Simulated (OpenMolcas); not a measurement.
## Energy and gradient calculation of CH$_{6}$Ge (part 2 of 2)

CH$_{6}$Ge, SMILES [CH3][GeH3]; PBE/def2-SVPD, RKS (OpenMolcas 26.06). The geometry comes from this level: PBE0-D4/def2-TZVP.

Geometry of the input (Å):
```
C  -0.3109  0.1903  -0.9714
Ge 0.2969  -0.1819  0.8467
H  -1.3801  0.4042  -0.9765
H  0.2188  1.0522  -1.3784
H  -0.1246  -0.6694  -1.6160
H  0.0307  1.0282  1.7601
H  1.8071  -0.4796  0.8577
H  -0.4457  -1.4012  1.4221
```

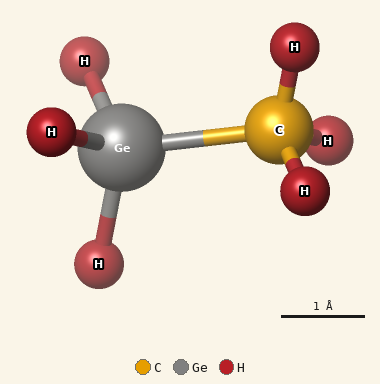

Fig. 1: The structure as given in the input (ball-and-stick view, seen at a tilt). Sticks mark near contacts.

**The program's output, continued**
```
      SCF Algorithm: Conventional
      D(i)-D(i-1) density differences are used
      Number of density matrices in core                 5
      Maximum number of NDDO SCF iterations            400
      Maximum number of HF SCF iterations              400
      Threshold for SCF energy change             1.00E-10
      Threshold for density matrix                1.00E-07
      Threshold for Fock matrix                   1.00E-07
      Threshold for linear dependence             1.00E-09
      Threshold at which DIIS is turned on        1.50E-01
      Maximum depth in the DIIS procedure                5
      Maximum depth in the BFGS Hessian update          30
      Threshold at which QNR/C2DIIS is turned on  7.50E-02
      Threshold for Norm(delta) (QNR/C2DIIS)      1.00E-05
      All orbitals punched on: SCFORB
--

      Input vectors read from INPORB
      Orbital file label: *Guess orbitals

++ Convergence information
                                   PBE        iterations: Energy and convergence statistics

Iter     Tot. PBE        One-elec.       Two-elec.     Energy      Max Dij or  Max Fij      DNorm      TNorm      AccCon     Time
         Energy          Energy          Energy        Change      Delta Norm                                                in Sec.

 The total and one-electron energies are shifted by a value of      2000. a.u.

   1  -117.817018208 -1267.371762421  1029.559837282   0.00E+00    3.52E-01*   3.17E-01*    9.99E+00   3.40E+02   None         3.
   2  -117.921494422 -1282.092971904  1044.176570551  -1.04E-01*   1.69E-01*   4.59E-02*    3.32E+00   3.43E+02   EDIIS        2.
   3  -117.974536564 -1267.614179118  1029.644735623  -5.30E-02*   8.27E-02*   2.75E-02*    1.32E+00   3.40E+02   EDIIS        2.
   4  -118.020256079 -1275.895226785  1037.880063775  -4.57E-02*   3.93E-02*   1.09E-02*    4.65E-01   3.42E+02   c2DIIS       2.
   5  -118.030616283 -1274.975999447  1036.950476233  -1.04E-02*   6.25E-02*   9.19E-03*    3.05E-01   3.42E+02   QNRc2DIIS    2.
   6  -118.029436963 -1272.548402993  1034.524059098   1.18E-03*   3.33E-02*   1.11E-02*    3.58E-01   3.41E+02   QNRc2DIIS    2.
   7  -118.032380784 -1273.995880319  1035.968592605  -2.94E-03*   4.94E-03*   2.44E-03*    1.91E-01   3.41E+02   QNRc2DIIS    2.
   8  -118.032447761 -1274.012267669  1035.984912977  -6.70E-05*   6.54E-04*   4.59E-04*    2.32E-02   3.41E+02   QNRc2DIIS    2.
   9  -118.032449304 -1273.971019555  1035.943663320  -1.54E-06*   1.45E-04*   8.51E-05*    3.09E-03   3.41E+02   QNRc2DIIS    2.
  10  -118.032449360 -1273.978649460  1035.951293169  -5.59E-08*   4.65E-05*   9.39E-06*    1.17E-03   3.41E+02   QNRc2DIIS    2.
  11  -118.032449363 -1273.978150259  1035.950793965  -3.18E-09*   7.13E-06    1.72E-06*    2.54E-04   3.41E+02   QNRc2DIIS    2.
  12  -118.032449363 -1273.978072115  1035.950715821  -8.55E-11    1.11E-06    1.78E-07*    3.87E-05   3.41E+02   QNRc2DIIS    2.
  13  -118.032449363 -1273.978066838  1035.950710543   0.00E+00    2.01E-07    4.13E-08     5.26E-06   3.41E+02   QNRc2DIIS    2.

       Convergence after  13 Iterations
--

 *****************************************************************************************************************************
 *                                             SCF/KS-DFT Program, Final results                                             *
 *                                                       Final Results                                                       *
 *****************************************************************************************************************************

::    Total KS-DFT energy                           -2118.0324493631
      One-electron energy                           -3273.9780668377
      Two-electron energy                            1035.9507105435
      Nuclear repulsion energy                        119.9949069311
      Kinetic energy (interpolated)                  2114.1584274523
      Virial theorem                                    1.0018324180
      Total spin, S(S+1)                                0.0000000000
      Total spin, S                                     0.0000000000
      Max non-diagonal density matrix element           0.0000001794
      Max non-diagonal Fock matrix element              0.0000000202

      All orbitals with orbital energies smaller than  E(LUMO)+0.5 are printed

++    Molecular orbitals:
      -------------------

      Title: RKS-DFT orbitals

      Molecular orbitals for symmetry species 1: a

          Orbital            1         2         3         4         5         6         7         8         9        10
          Energy         -397.0094  -49.1409  -43.7679  -43.7679  -43.7677   -9.8944   -5.9597   -4.1771   -4.1771   -4.1767
          Occ. No.          2.0000    2.0000    2.0000    2.0000    2.0000    2.0000    2.0000    2.0000    2.0000    2.0000

          Orbital           11        12        13        14        15        16        17        18        19        20
          Energy           -1.0832   -1.0832   -1.0828   -1.0807   -1.0807   -0.6299   -0.4829   -0.3673   -0.3673   -0.2899
          Occ. No.          2.0000    2.0000    2.0000    2.0000    2.0000    2.0000    2.0000    2.0000    2.0000    2.0000

          Orbital           21        22        23        24        25        26        27        28        29        30
          Energy           -0.2899   -0.2832   -0.0104    0.0042    0.0301    0.0301    0.0543    0.0757    0.0757    0.0907
          Occ. No.          2.0000    2.0000    0.0000    0.0000    0.0000    0.0000    0.0000    0.0000    0.0000    0.0000

          Orbital           31        32        33        34        35        36        37        38        39        40
          Energy            0.0907    0.1226    0.1282    0.1282    0.1429    0.1720    0.1720    0.1965    0.2345    0.2345
          Occ. No.          0.0000    0.0000    0.0000    0.0000    0.0000    0.0000    0.0000    0.0000    0.0000    0.0000

          Orbital           41        42        43        44        45        46        47        48        49        50
          Energy            0.2496    0.2646    0.2859    0.2938    0.2938    0.2967    0.2967    0.3442    0.3442    0.3468
          Occ. No.          0.0000    0.0000    0.0000    0.0000    0.0000    0.0000    0.0000    0.0000    0.0000    0.0000

          Orbital           51        52        53        54        55        56        57        58        59        60
          Energy            0.3501    0.3754    0.3754    0.3831    0.4206    0.4562    0.4614    0.4614    0.4637    0.4637
          Occ. No.          0.0000    0.0000    0.0000    0.0000    0.0000    0.0000    0.0000    0.0000    0.0000    0.0000

--

++    Molecular charges:
      ------------------

      Mulliken charges per centre and basis function type
      ---------------------------------------------------

                C1      GE2     H3      H4      H5      H6      H7      H8
      1s       2.8459  7.7463  0.9274  0.9273  0.9270  0.8518  0.8518  0.8517
      2px      1.0158  4.8798  0.0608  0.0345  0.0292  0.0017 -0.0199 -0.0034
      2pz      1.0357  4.7621  0.0137  0.0210  0.0292 -0.0034  0.0037  0.0012
      2py      1.0143  4.8891  0.0314  0.0504  0.0475 -0.0128  0.0016 -0.0123
      3d2+    -0.0002  2.0458  0.0000  0.0000  0.0000  0.0000  0.0000  0.0000
      3d1+    -0.0003  2.0279  0.0000  0.0000  0.0000  0.0000  0.0000  0.0000
      3d0     -0.0082  2.0431  0.0000  0.0000  0.0000  0.0000  0.0000  0.0000
      3d1-    -0.0042  2.0696  0.0000  0.0000  0.0000  0.0000  0.0000  0.0000
      3d2-     0.0030  2.0235  0.0000  0.0000  0.0000  0.0000  0.0000  0.0000
      Total    5.9018 32.4870  1.0333  1.0332  1.0329  0.8373  0.8372  0.8372

      N-E      0.0982 -0.4870 -0.0333 -0.0332 -0.0329  0.1627  0.1628  0.1628

      Total electronic charge=   44.000000

      Total            charge=   -0.000000
--

++    Molecular properties:
      ---------------------

      Charge (e):
                      =   -0.0000
      Dipole Moment (debye):
      Origin of the operator (angstrom)=    0.1992   -0.1221    0.5546
                   X= -2.2603E-01               Y=  1.3817E-01               Z= -6.7589E-01           Total=  7.2595E-01
      Quadrupole Moment (debye*angstrom):
      Origin of the operator (angstrom)=    0.1992   -0.1221    0.5546
                  XX= -2.7385E+01              XY= -1.1257E-02              XZ=  5.5818E-02              YY= -2.7396E+01
                  YZ= -3.4323E-02              ZZ= -2.7237E+01
      In traceless form (debye*angstrom)
                  XX= -6.8131E-02              XY= -1.6886E-02              XZ=  8.3727E-02              YY= -8.5552E-02
                  YZ= -5.1485E-02              ZZ=  1.5368E-01
--

--- Stop Module: scf /rc=_RC_ALL_IS_WELL_ ---
--- Module scf spent 28 seconds ---

--- Start Module: alaska ---

                                              &ALASKA

                       available to each process: 1.9 GB of memory, 1 thread

                     Threshold for contributions to the gradient: 1.000E-07

                    ********************************************
                    * Symmetry Adapted Cartesian Displacements *
                    ********************************************

           Irreducible representation : a
           Basis function(s) of irrep: x, y, xy, Rz, z, xz, Ry, yz, Rx, I

 Basis Label        Type   Center Phase
   1   C1           x         1     1
   2   C1           y         1     1
   3   C1           z         1     1
   4   GE2          x         2     1
   5   GE2          y         2     1
   6   GE2          z         2     1
   7   H3           x         3     1
   8   H3           y         3     1
   9   H3           z         3     1
  10   H4           x         4     1
  11   H4           y         4     1
  12   H4           z         4     1
  13   H5           x         5     1
  14   H5           y         5     1
  15   H5           z         5     1
  16   H6           x         6     1
  17   H6           y         6     1
  18   H6           z         6     1
  19   H7           x         7     1
  20   H7           y         7     1
  21   H7           z         7     1
  22   H8           x         8     1
  23   H8           y         8     1
  24   H8           z         8     1

                     No automatic utilization of translational and rotational invariance of the energy is employed.

 Rotational correction to the DFT gradient is turned off due to close-to-degeneracy problems!

 DFT contribution computed for a moving grid.

 Conventional ERI gradients!

 **************************************************
 *              Molecular gradients               *
 **************************************************

  Irreducible representation: a
 ------------------------------------------------------------------------------------------
                              X                       Y                       Z
 ------------------------------------------------------------------------------------------
  C1               -1.94577317689548E-03    1.22534543053954E-03   -5.63989391887709E-03
  GE2              -4.67410425970094E-04    2.66359009515327E-04   -1.39456289600837E-03
  H3                1.00668689356107E-02   -2.05459737879221E-03    3.38392260421205E-04
  H4               -4.81603732315694E-03   -8.06335872430353E-03    4.07101778438035E-03
  H5               -1.63092795964626E-03    7.86987830307773E-03    6.24401828607368E-03
  H6                5.83415222140893E-04   -2.79708937590417E-03   -2.16888137295790E-03
  H7               -3.51757980857492E-03    7.11861148822379E-04   -5.51320979668701E-05
  H8                1.72744453652607E-03    2.84160158698477E-03   -1.39495804509027E-03
 ------------------------------------------------------------------------------------------

--- Stop Module: alaska /rc=_RC_ALL_IS_WELL_ ---
--- Module alaska spent 9 seconds ---

.##################.
.# Happy landing! #.
.##################.

    Timing: Wall=41.52 User=36.49 System=4.95
```

**Key numbers**

- outcome: converged
- total energy: −2118.032449 hartree
- basis functions: 106
- largest force: 0.529 eV/Å
- HOMO: −7.71 eV
- LUMO: −0.28 eV
- dipole moment: 0.73 debye
- hardware: 1 thread of Intel Xeon (Sapphire Rapids), 16 GiB of memory available, shared host
- wall time: 42 s
- peak memory: 0.61 GiB
